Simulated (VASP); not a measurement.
Energy against volume of Ni₃Si (L1_2). Method: PBE GGA with D4 dispersion, VASP's PBE PAW potentials (set 64) (plane waves; VASP).

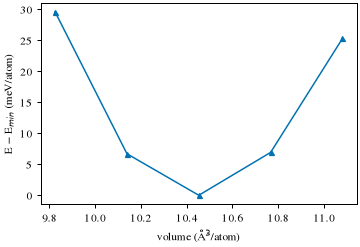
*Energy against volume*

Task: Estimate the equilibrium volume and the bulk modulus.

Result: The minimum lies near 10.4 Å³/atom, and the curvature gives B0 of about 230 GPa.

Measured: a 3.510 Å (computed value off by -1.1 %), as given by Metallic Nickel Silicides: Experiments and Theory for NiSi and First Principles Calculations for Other Phases, …. The calculation is for a static lattice, while the measured a holds thermal and zero-point effects, which are part of the difference.

The compound is Ni3Si in the L1_2 structure. It was relaxed first. The run is not spin-polarised, so no magnetic state was tried.
